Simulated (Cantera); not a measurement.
Input: 1 mol Si, 0.11 mol CO2, 12 mol H2, at 10.0 Torr.

Method: chemical equilibrium by Gibbs-energy minimisation in Cantera with the NASA 1993 tables (ideal gas, pure condensed phases). Candidate condensed phases: C, C6H6, C7H8, C8H18, H2O, Si, SiC, SiO2; 123 gas species. Mutual solubility and eutectic melting of coexisting phases are not modelled. Kinetics and transport are ignored.

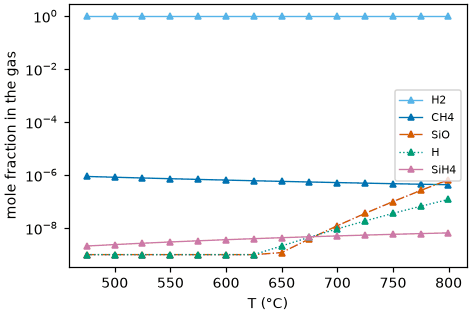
Fig. 1. Equilibrium gas composition (values under 1e-9 drawn at 1e-9)

From 475 °C to 550 °C the condensed part is Si(s) + SiC(s) + SiO2(α-quartz). From 575 °C to 800 °C the condensed part is Si(s) + SiC(s) + SiO2(β-quartz).
